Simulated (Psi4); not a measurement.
# GeCl2F2 (SMILES [F][Ge]([F])([Cl])[Cl]): a chain of runs, part 1 of 2

Wanted: a series of 10 runs (PBE-D4/def2-SVP, PBE0-D4/def2-TZVP, PBE-D4/def2-TZVPP, r2SCAN-D4/def2-TZVPP, B3LYP-D4/def2-TZVPP, PBE0-D4/def2-TZVPP, wB97M-V/def2-TZVPP, CCSD(T)/def2-TZVPP, and more) of GeCl2F2. 

The results are computed with Psi4 1.11.

### 1 The structure to begin with

The species is GeCl2F2 (5 atoms), meant as a singlet with charge 0. As SMILES, `[F][Ge]([F])([Cl])[Cl]`. The shape comes from GFN2-xTB, rattled, which is rough for such elements, and wasn't checked as a minimum. The run starts from this shape.

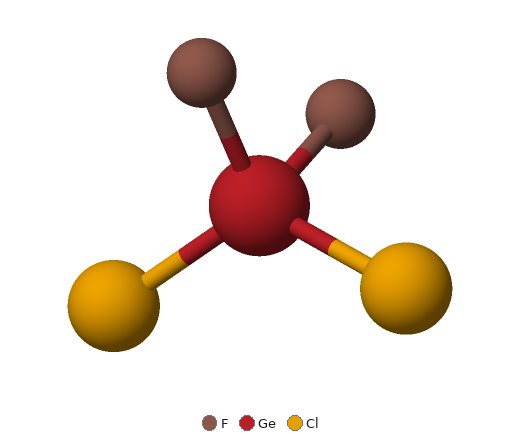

The structure, seen from a chosen angle (fluorine brown, germanium red, chlorine amber).

### 2 A geometry optimisation at PBE-D4/def2-SVP (density fitting) (run 1)

The input, calc.in:

```
memory 4400 MB

molecule mol {
  0 1
  F      1.111578    -1.198124     0.568566
  Ge    -0.012410    -0.039407    -0.112807
  F     -0.799026     0.279922     1.430052
  Cl    -1.248307    -0.946332    -1.439882
  Cl     1.033992     1.745926    -0.523861
  symmetry c1
}

set {
  basis def2-SVP
  scf_type df
  geom_maxiter 60
  max_force_g_convergence 0.0005
}

result, w = opt('pbe-d4', return_wfn=True)
```

The run is started by

```sh
$ psi4 -i calc.in -o calc.out -n 2
```

calc.out:

```text
Psi4 1.11 release

gradient() will perform analytic gradient computation.

   => Loading Basis Set <=

    Name: DEF2-SVP
    Role: ORBITAL
    Keyword: BASIS

   => PBE-D4(BJ,EEQ)ATM: Empirical Dispersion <=

        a1 =       0.385750
        a2 =       4.806885
       alp =      16.000000
        s6 =       1.000000
        s8 =       0.959481
        s9 =       1.000000
        ga =       3.000000
        gc =       2.000000
        wf =       6.000000

         ---------------------------------------------------------
                                   SCF
                              RKS Reference
                        2 Threads,   4196 MiB Core
         ---------------------------------------------------------

  ==> Geometry <==

    Molecular point group: c1
    Full point group: C1

    Geometry (in Angstrom), charge = 0, multiplicity = 1:

       Center              X                  Y                   Z               Mass
    ------------   -----------------  -----------------  -----------------  -----------------
         F            1.125180668032    -1.239934631174     0.783231351179    18.998403162730
         GE           0.001192668032    -0.081217631174     0.101858351179    73.921177761000
         F           -0.785423331968     0.238111368826     1.644717351179    18.998403162730
         CL          -1.234704331968    -0.988142631174    -1.225216648821    34.968852682000
         CL           1.047594668032     1.704115368826    -0.309195648821    34.968852682000

  Running in c1 symmetry.

  Rotational constants: A =      0.09326  B =      0.05712  C =      0.04799 [cm^-1]
  Rotational constants: A =   2795.72420  B =   1712.50171  C =   1438.69559 [MHz]
  Nuclear repulsion =  614.602064583895526

  Charge       = 0
  Multiplicity = 1
  Electrons    = 84
  Nalpha       = 42
  Nbeta        = 42

  ==> Algorithm <==

  SCF Algorithm Type is DF.
  DIIS enabled.
  MOM disabled.
  Fractional occupation disabled.
  Guess Type is SAD.
  Energy threshold   = 1.00e-08
  Density threshold  = 1.00e-08
  Integral threshold = 1.00e-12

  ==> Primary Basis <==

  Basis Set: DEF2-SVP
    Blend: DEF2-SVP
    Number of shells: 40
    Number of basis functions: 96
    Number of Cartesian functions: 103
    Spherical Harmonics?: true
    Max angular momentum: 2

  ==> DFT Potential <==

   => LibXC <=

    Version 7.1.2

   => Composite Functional: PBE-D4BJEEQATM <=

    PBE GGA Exchange-Correlation Functional

    Deriv               =              1
    GGA                 =           TRUE
    Meta                =          FALSE

    Exchange Hybrid     =          FALSE
    MP2 Hybrid          =          FALSE

   => Exchange Functionals <=

    1.0000     XC_GGA_X_PBE

   => Correlation Functionals <=

    1.0000     XC_GGA_C_PBE

   => LibXC Density Thresholds  <==

    XC_GGA_C_PBE:  1.00E-12
    XC_GGA_X_PBE:  1.00E-15

   => Molecular Quadrature <=

    Radial Scheme          =       TREUTLER
    Pruning Scheme         =           NONE
    Nuclear Scheme         =       TREUTLER

    Blocking Scheme        =         OCTREE
    BS radius alpha        =              1
    Pruning alpha          =              1
    Radial Points          =             75
    Spherical Points       =            302
    Total Points           =         106632
    Total Blocks           =            857
    Max Points             =            256
    Max Functions          =             92
    Weights Tolerance      =       1.00E-15

   => Loading Basis Set <=

    Name: (DEF2-SVP AUX)
    Role: JKFIT
    Keyword: DF_BASIS_SCF

  ==> Integral Setup <==

  DFHelper Memory: AOs need 0.050 GiB; user supplied 2.873 GiB.
  SCF_SUBTYPE=INCORE selected. In-core MEM_DF algorithm will be used.
  Using in-core AOs.

  ==> MemDFJK: Density-Fitted J/K Matrices <==

    J tasked:                   Yes
    K tasked:                    No
    wK tasked:                   No
    Memory [MiB]:              2941
    Algorithm:                 Core
    Schwarz Cutoff:           1E-12
    Mask sparsity (%):       5.1866
    Fitting Condition:        1E-10

   => Auxiliary Basis Set <=

  Basis Set: (DEF2-SVP AUX)
    Blend: DEF2-UNIVERSAL-JKFIT
    Number of shells: 186
    Number of basis functions: 676
    Number of Cartesian functions: 867
    Spherical Harmonics?: true
    Max angular momentum: 5

  Cached 100.0% of DFT collocation blocks in 0.200 [GiB].

  Minimum eigenvalue in the overlap matrix is 2.0833106557E-02.
  Reciprocal condition number of the overlap matrix is 6.2996392583E-03.
    Using symmetric orthogonalization.

  ==> Pre-Iterations <==

  SCF Guess: Superposition of Atomic Densities via on-the-fly atomic UHF (no occupation information).

   -------------------------
    Irrep   Nso     Nmo
   -------------------------
     A         96      96
   -------------------------
    Total      96      96
   -------------------------

  ==> Iterations <==

                           Total Energy        Delta E     RMS |[F,P]|

[... 2 lines left out ...]
   @DF-RKS iter   2: -3190.27856411626180    3.99631e+00   5.99505e-02 DIIS/ADIIS
[... 3 lines left out ...]
   @DF-RKS iter   6: -3195.65517112650559   -3.15844e-04   1.43317e-04 DIIS/ADIIS
[... 3 lines left out ...]
   @DF-RKS iter  10: -3195.65526739040797   -4.07317e-09   5.58886e-07 DIIS
[... 3 lines left out ...]
  Energy and wave function converged.
[... 36 lines left out ...]
    One-Electron Energy =               -5667.3194314799175118
[... 3 lines left out ...]
    VV10 Nonlocal Energy =                  0.0000000000000000
[... 17 lines left out ...]
 Dipole Z            :          0.9156631           -1.8405999           -0.9249368
[... 128 lines left out ...]
	   Step    Total Energy     Delta E     Max Force     RMS Force      Max Disp      RMS Disp   ~
[... 141 lines left out ...]
   @DF-RKS iter   0: -3195.64671367879828   -3.19565e+03   2.46603e-03
[... 3 lines left out ...]
   @DF-RKS iter   4: -3195.66288814005929   -3.77925e-05   3.40341e-05 DIIS
[... 3 lines left out ...]
   @DF-RKS iter   8: -3195.66289278171462   -2.80261e-09   1.58286e-07 DIIS
[... 9 lines left out ...]
    Final Occupation by Irrep:
[... 11 lines left out ...]
    Two-Electron Energy =                2007.1227489200143737
[... 3 lines left out ...]
    Total Energy =                      -3195.6628927818360353
[... 59 lines left out ...]
    Weights Tolerance      =       1.00E-15
[... 56 lines left out ...]
	  Convergence Criteria              o    5.00e-04 *             o             o             o
[... 109 lines left out ...]
   @DF-RKS iter   1: -3195.66510926684214   -3.82593e-03   3.34988e-04 DIIS/ADIIS
[... 3 lines left out ...]
   @DF-RKS iter   5: -3195.66565559720721   -2.38755e-06   6.61512e-06 DIIS
[... 3 lines left out ...]
   @DF-RKS iter   9: -3195.66565580199358   -9.36780e-11   2.54698e-08 DIIS
[... 14 lines left out ...]
  @DF-RKS Final Energy: -3195.66565580199540
[... 6 lines left out ...]
    DFT Exchange-Correlation Energy =    -155.6545225523840088
[... 17 lines left out ...]
 Dipole X            :          0.1449598           -0.2589525           -0.1139927
[... 92 lines left out ...]
	                                 ==> Convergence Check <==
[... 78 lines left out ...]
    Weights Tolerance      =       1.00E-15
[... 34 lines left out ...]
   @DF-RKS iter   2: -3195.66610069137141    1.33535e-04   2.14554e-04 DIIS/ADIIS
[... 3 lines left out ...]
   @DF-RKS iter   6: -3195.66628472140883   -1.29912e-08   4.13924e-07 DIIS
[... 3 lines left out ...]
  Energy and wave function converged.
[... 17 lines left out ...]
    One-Electron Energy =               -5651.4859046230194508
[... 3 lines left out ...]
    VV10 Nonlocal Energy =                  0.0000000000000000
[... 17 lines left out ...]
 Dipole Z            :          2.1089494           -2.5360208           -0.4270714
[... 97 lines left out ...]
	   Step    Total Energy     Delta E     Max Force     RMS Force      Max Disp      RMS Disp
[... 104 lines left out ...]
   @DF-RKS iter   0: -3195.66830867353747   -3.19567e+03   4.05122e-04
[... 3 lines left out ...]
   @DF-RKS iter   4: -3195.66644752296315   -2.99675e-07   4.92229e-06 DIIS
[... 3 lines left out ...]
   @DF-RKS iter   8: -3195.66644761754515   -2.77396e-11   2.31624e-08 DIIS
[... 14 lines left out ...]
  @DF-RKS Final Energy: -3195.66644761754469
[... 6 lines left out ...]
    DFT Exchange-Correlation Energy =    -155.6545910322250847
[... 17 lines left out ...]
 Dipole X            :          0.2370404           -0.3034690           -0.0664285
[... 92 lines left out ...]
	                                 ==> Convergence Check <==
[... 78 lines left out ...]
    Weights Tolerance      =       1.00E-15
[... 23 lines left out ...]
   @DF-RKS iter   2: -3195.66647048907589    1.47127e-06   2.40014e-05 DIIS
[... 3 lines left out ...]
   @DF-RKS iter   6: -3195.66647356019439   -1.83900e-09   9.40160e-08 DIIS
[... 3 lines left out ...]
  Energy and wave function converged.
[... 25 lines left out ...]
    Final Occupation by Irrep:
              A
    DOCC [    42 ]
    NA   [    42 ]
    NB   [    42 ]

  @DF-RKS Final Energy: -3195.66647356022395

   => Energetics <=

    Nuclear Repulsion Energy =            607.6971528269230021
    One-Electron Energy =               -5653.3903743638411470
    Two-Electron Energy =                2005.6884379164837355
    DFT Exchange-Correlation Energy =    -155.6558894625070479
    Empirical Dispersion Energy =          -0.0058004772832971
    VV10 Nonlocal Energy =                  0.0000000000000000
    Total Energy =                      -3195.6664735602239489

Computation Completed

Properties will be evaluated at   0.000000,   0.000000,   0.000000 [a0]

Properties computed using the SCF density matrix

 Multipole Moments:

 ------------------------------------------------------------------------------------
     Multipole            Electronic (a.u.)      Nuclear  (a.u.)        Total (a.u.)
 ------------------------------------------------------------------------------------

 L = 1.  Multiply by 2.5417464519 to convert [e a0] to [Debye]
 Dipole X            :          0.2570580           -0.3147318           -0.0576738
 Dipole Y            :         -1.0025184            1.1589791            0.1564608
 Dipole Z            :          2.2470243           -2.6339014           -0.3868771
 Magnitude           :                                                    0.4212839

 ------------------------------------------------------------------------------------

	total time  =          2 seconds =       0.03 minutes

         ------------------------------------------------------------
                                   SCF GRAD
         ------------------------------------------------------------

  ==> Geometry <==

    Molecular point group: c1
    Full point group: C1

    Geometry (in Angstrom), charge = 0, multiplicity = 1:

       Center              X                  Y                   Z               Mass
    ------------   -----------------  -----------------  -----------------  -----------------
         F            1.203528520250    -1.269615068219     0.694605934042    18.998403162730
         GE           0.024853767873    -0.095525641419     0.214955736741    73.921177761000
         F           -0.912400065312     0.264325404985     1.625651602749    18.998403162730
         CL          -1.235476454396    -0.922301125086    -1.287534524760    34.968852682000
         CL           1.024769068052     1.670403056693    -0.427447945414    34.968852682000

  Nuclear repulsion =  607.697152826923002

   => Molecular Quadrature <=

    Radial Scheme          =       TREUTLER
    Pruning Scheme         =           NONE
    Nuclear Scheme         =       TREUTLER

    Blocking Scheme        =         OCTREE
    BS radius alpha        =              1
    Pruning alpha          =              1
    Radial Points          =             75
    Spherical Points       =            302
    Total Points           =         106582
    Total Blocks           =            855
    Max Points             =            256
    Max Functions          =             91
    Weights Tolerance      =       1.00E-15

  -Total Gradient:
     Atom            X                  Y                   Z
    ------   -----------------  -----------------  -----------------
       1        0.000383547896     0.000179361060     0.000022171857
       2       -0.000501911565    -0.000682873229     0.000086149257
       3        0.000087034783     0.000340035962     0.000178162302
       4        0.000043505208     0.000021837294     0.000026653424
       5        0.000079841056    -0.000152688138     0.000323928061

	total time  =          0 seconds =       0.00 minutes

    			-----------------------------------------

    			 OPTKING 3.0: for geometry optimizations

    			        with contributions from

    			-----------------------------------------

	                            ===> Fragment 1 <==

	 Z (Atomic Numbers)          Masses                          Geom
	       9.000000            18.998403          2.27433929 -2.39922476  1.31261498
	      32.000000            73.921178          0.04696681 -0.18051730  0.40620747
	       9.000000            18.998403         -1.72418624  0.49950262  3.07203630
	      17.000000            34.968853         -2.33471213 -1.74289653 -2.43308763
	      17.000000            34.968853          1.93653288  3.15660430 -0.80775955

	 - Coordinate -           - BOHR/RAD -       - ANG/DEG -
	 R(1,2)           =         3.271915           1.731423
	 R(2,3)           =         3.272011           1.731473
	 R(2,4)           =         4.021818           2.128254
[... 18 lines of this table left out ...]
	 O(5,2,3,4)       =        -0.900325         -51.584819

	        --- Internal Coordinate Step in ANG or DEG, aJ/ANG or AJ/DEG ---
	-------------------------------------------------------------------------------
	           Coordinate      Previous         Force          Change          New
	           ----------      --------        ------          ------        ------
	               R(1,2)       1.73142       -0.00048       -0.00012       1.73130
	               R(2,3)       1.73147       -0.00072       -0.00021       1.73127
	               R(2,4)       2.12825       -0.00021       -0.00057       2.12768
[... 18 lines of this table left out ...]
	           O(5,2,3,4)     -51.58482        0.00000       -0.01348     -51.59830
	-------------------------------------------------------------------------------

	                                 ==> Convergence Check <==

	Measures of convergence in internal coordinates in au.

	Criteria marked as inactive (o), active & met (*), and active & unmet ( ).

	----------------------------------------------------------------------------------------------
	   Step    Total Energy     Delta E     Max Force     RMS Force      Max Disp      RMS Disp
	----------------------------------------------------------------------------------------------
	  Convergence Criteria              o    5.00e-04 *             o             o             o
	----------------------------------------------------------------------------------------------
	     6   -3195.66647356   -2.59e-05 o    3.16e-04 *    1.60e-04 o    4.55e-03 o    2.11e-03 o  ~
	----------------------------------------------------------------------------------------------

Next Geometry in Ang
	Fragment 1 (Ang)

	    F   1.2018542395  -1.2710285188   0.6960771933
	   Ge   0.0260871207  -0.0947023353   0.2152213234
	    F  -0.9122465786   0.2621920438   1.6256983836
	   Cl  -1.2343210709  -0.9207421113  -1.2867948943
	   Cl   1.0239011258   1.6715675486  -0.4299712027

    Final optimized geometry and variables:
    Molecular point group: c1
    Full point group: C1

    Geometry (in Angstrom), charge = 0, multiplicity = 1:

    F            1.203528520250    -1.269615068219     0.694605934042
    GE           0.024853767873    -0.095525641419     0.214955736741
    F           -0.912400065312     0.264325404985     1.625651602749
    CL          -1.235476454396    -0.922301125086    -1.287534524760
    CL           1.024769068052     1.670403056693    -0.427447945414

    Psi4 run time: 0:00:14.25

[set-up sections that repeat, and orbital energies of the middle runs, are left out above]
```

Standard output:

```text
Optimizer: Optimization complete!
```

Wall time 15 s (2 threads of Intel Xeon 6975P-C (Granite Rapids), shared host); peak memory 0.54 GiB.

Steps, from the record of the run:

```csv
step,energy from the first frame kept (eV),largest force (eV/Å)
0,0.0000,3.7054
1,-0.2075,1.7052
2,-0.2827,0.4301
3,-0.2998,0.1315
4,-0.3042,0.0539
5,-0.3049,0.0438
```

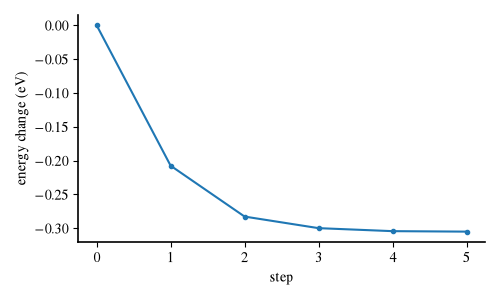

Energy along the run.

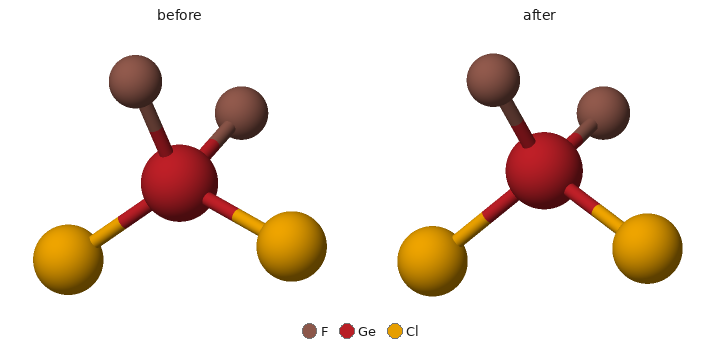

Before and after, at one scale.

After the run. Bond lengths: F1–Ge2 1.731 Å, Ge2–F3 1.731 Å, Ge2–Cl4 2.128 Å, Ge2–Cl5 2.129 Å. Angles: F1–Ge2–F3 106.5°, F1–Ge2–Cl4 109.6°, F1–Ge2–Cl5 109.0°, F3–Ge2–Cl4 109.6°, F3–Ge2–Cl5 109.1°, Cl4–Ge2–Cl5 112.8°.

(Continued in part 2 of 2.)
